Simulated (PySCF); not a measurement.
SMILES c1cc(ccc1)CCS (C₈H₁₀S) at its GFN2-xTB optimised geometry (Å):

```
19

S     -2.4760    -1.5171    -2.6224
C     -1.4685    -2.5204    -1.4754
C     -1.4511    -1.9544    -0.0563
C     -0.6959    -0.6566     0.0000
C     -1.3664     0.5602    -0.0017
C     -0.6627     1.7524    -0.0026
C      0.7211     1.7416    -0.0034
C      1.3985     0.5336     0.0000
C      0.6942    -0.6566     0.0000
H     -1.7877    -0.3891    -2.4571
H     -0.4609    -2.5870    -1.8863
H     -1.9308    -3.5068    -1.4942
H     -0.9725    -2.6909     0.5943
H     -2.4785    -1.8098     0.2824
H     -2.4473     0.5738     0.0008
H     -1.1973     2.6909    -0.0038
H      1.2710     2.6710    -0.0042
H      2.4785     0.5189     0.0032
H      1.2264    -1.5977     0.0045
```

Computed with CAM-B3LYP/def2-SVP (PySCF).

Map of the Laplacian of the electron density (e/bohr⁵) on the plane z = 0.6 Å:

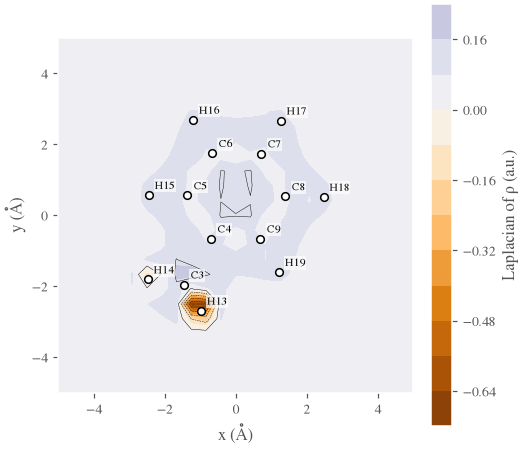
Figure: Laplacian of the electron density (e/bohr⁵) on the plane z = 0.6 Å.
